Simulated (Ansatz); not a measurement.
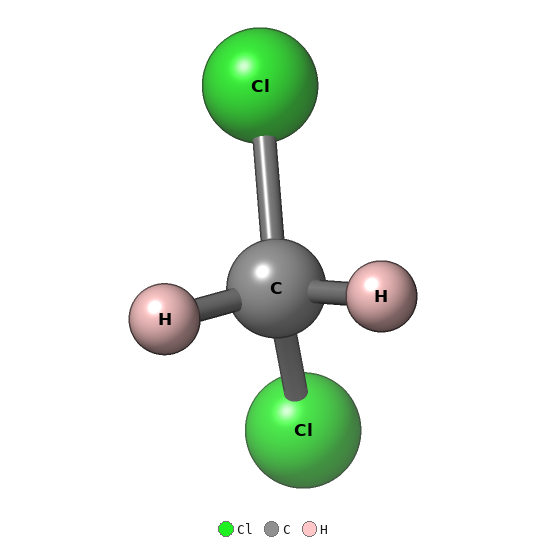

Orthographic view. Distant atoms are faded towards the background colour. The geometry was computed by an optimisation with PBE-D4/def2-SVP. No frequency run is at hand to confirm it as a minimum.

Give the standard InChI.

InChI=1S/CH2Cl2/c2-1-3/h1H2
